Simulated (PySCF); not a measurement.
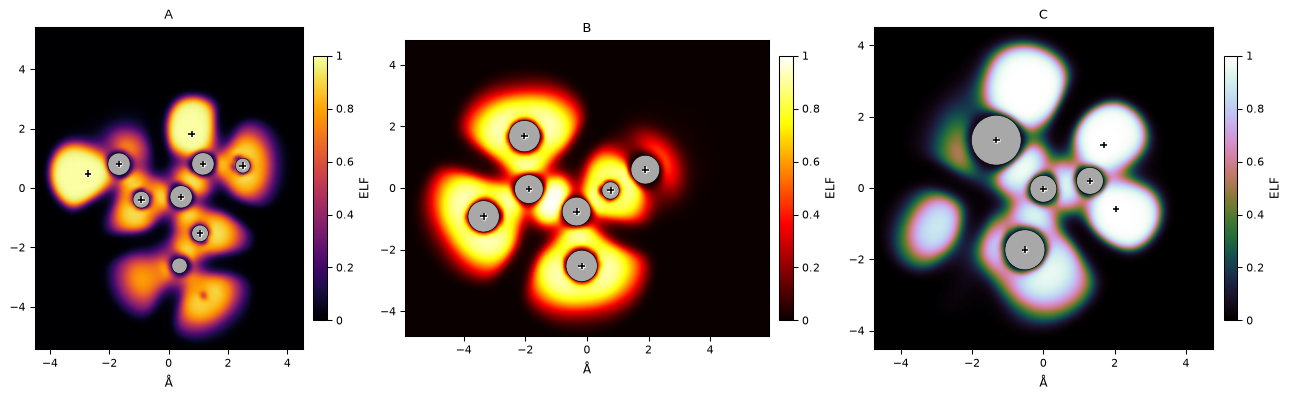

The ELF of 3 systems, each on a plane through atoms (crosses mark nuclei in the plane; grey discs cover the cores).

Computed with PBE0/pcSseg-1, SCF density, gas phase, non-relativistic in PySCF.

System 1: C3H6F2SSi, the plane of atoms C2, C1 and H8. Geometry: GFN2-xTB.

```xyz
13

C    -1.3680    1.6660   -0.0315
C    -0.5774    0.6125   -0.1808
Si   -1.0723   -1.1712    0.2534
S     1.0045    0.9066   -0.9612
C     2.1009   -0.1571    0.0200
F     1.9112   -1.4712   -0.2215
F     1.9157    0.0136    1.3415
H    -1.0754    2.6627   -0.3218
H    -2.3549    1.5528    0.3844
H    -0.3695   -1.5841    1.4651
H    -2.5150   -1.1118    0.4802
H    -0.7425   -2.0183   -0.8897
H     3.1383    0.1001   -0.2342
```

System 2: C2H6B3Cl3O (SMILES CB(C)OB(Cl)B(Cl)Cl), the plane of atoms Cl8, B7 and Cl9. Geometry: GFN2-xTB.

```yaml
atoms:
  - { symbol: C, position_ang: [-1.5976, -0.8127, -1.0894] }
  - { symbol: B, position_ang: [-0.8017, 0.1297, -0.0809] }
  - { symbol: C, position_ang: [-1.3639, 1.5619, 0.3295] }
  - { symbol: O, position_ang: [0.3441, -0.2856, 0.4171] }
  - { symbol: B, position_ang: [1.4650, -0.7058, 0.9203] }
  - { symbol: Cl, position_ang: [1.3519, -1.6318, 2.4282] }
  - { symbol: B, position_ang: [2.9845, -0.3985, 0.1991] }
  - { symbol: Cl, position_ang: [3.0749, 0.5142, -1.2636] }
  - { symbol: Cl, position_ang: [4.4743, -0.9500, 0.8447] }
  - { symbol: H, position_ang: [-2.2225, -0.2534, -1.7786] }
  - { symbol: H, position_ang: [-0.9303, -1.4472, -1.6669] }
  - { symbol: H, position_ang: [-2.2556, -1.4739, -0.5284] }
  - { symbol: H, position_ang: [-2.4059, 1.5075, 0.6336] }
  - { symbol: H, position_ang: [-0.7969, 2.0173, 1.1366] }
  - { symbol: H, position_ang: [-1.3247, 2.2365, -0.5231] }
```

System 3: C4H4F4O2 (SMILES CO/C(=C/F)OC(F)(F)F), the plane of atoms F5, C4 and H14. Geometry: GFN2-xTB.

```tsv
atom	x (Å)	y (Å)	z (Å)
C	1.7039	-0.9786	0.4326
O	0.3299	-0.6533	0.3608
C	-0.0084	0.5589	-0.1096
C	0.8055	1.5172	-0.5472
F	0.3185	2.6840	-0.9994
O	-1.3776	0.7864	-0.1026
C	-2.1989	-0.2549	0.0073
F	-3.4401	0.1766	-0.1765
F	-2.1693	-0.8502	1.2041
F	-1.9770	-1.2149	-0.8979
H	1.7387	-1.9810	0.8538
H	2.1584	-0.9769	-0.5609
H	2.2365	-0.2825	1.0847
H	1.8791	1.4687	-0.5713
```

**Which map belongs to which system?**

Panel A is system 3, C4H4F4O2: the plane holds C, O, F and H. C–F (1.34 Å): the ELF peaks at about 0.85 between the atoms: a shared but strongly polarised pair. Panel B is system 2, C2H6B3Cl3O: the plane holds B, O and Cl. B–O (1.30 Å): the ELF peaks at about 0.90 between the atoms, as expected for a short, strongly polar bond. Panel C is system 1, C3H6F2SSi: the plane holds C, Si, S and H. C–C (1.33 Å): the ELF peaks at about 0.90 between the atoms (a short, multiple covalent bond).
